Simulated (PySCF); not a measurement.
```xyz
2

Si    0.0000    0.0000   -0.5964
N     0.0000    0.0000    1.1916
```

Level of theory: PBE0/def2-TZVP, non-relativistic Hamiltonian with scalar-relativistic core potentials where named, at a bond length of 1.788 Å in PySCF.

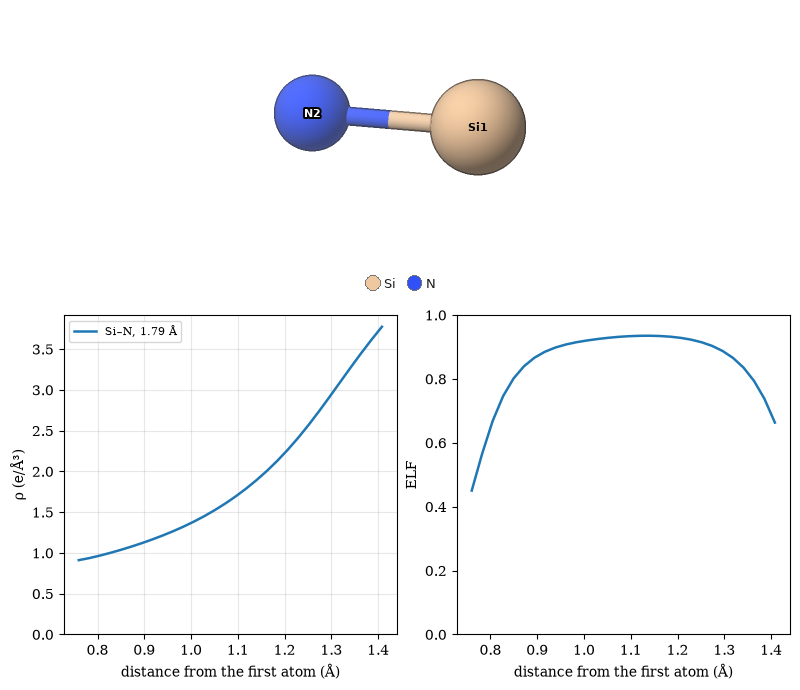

SiN (charge +1, triplet). Total electron density and electron localisation function along straight lines between neighbouring atoms. The curves leave out the atomic cores. The structure is drawn too.

**What kind of bonding do the profiles show?**

Si–N (1.79 Å): ρ at the midpoint is about 1.1 e/Å³; the ELF peaks at about 0.95 between the atoms (a shared but strongly polarised pair).
